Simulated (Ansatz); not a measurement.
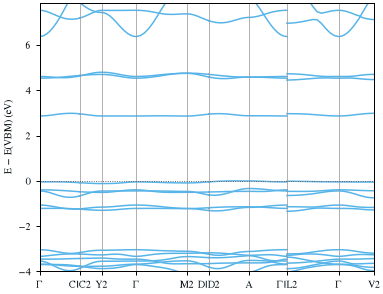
Figure: Band structure from r²SCAN (plane waves, PAW; program Ansatz)

The gap is 2.86 eV; an edge lies off the plotted path or next to a special point (maximum off the standard path, minimum at M2).

Problem. Pick the material that matches.
(A) Rb2WO2F4, C2/m (Rb on 4i, W on 2a, O on 4i, F on 8j)
(B) Na4CoO3, Cc (Pearson symbol mS32)
(C) Cd2P3I, C2/c (Cd on 8f, P on 4e, P on 8f, I on 4e)
(D) Na2CO3, C2/m (Pearson symbol mS24)

Solution. A, Rb2WO2F4, C2/m (Rb on 4i, W on 2a, O on 4i, F on 8j)

The first step of the workflow began from a Materials Project structure, measured or hypothetical; the Crystallography Open Database copy checked does not list it. Whether it is the stable phase at ambient conditions was not checked. The cell was relaxed with r²SCAN under the symmetry of its start; its stability against distortions is not shown here. The run is not spin-polarised. No Hubbard U is applied. Scalar-relativistic: spin–orbit coupling is off unless named, which matters more the heavier the elements.

Potentials: the later of the program's two PAW sets.
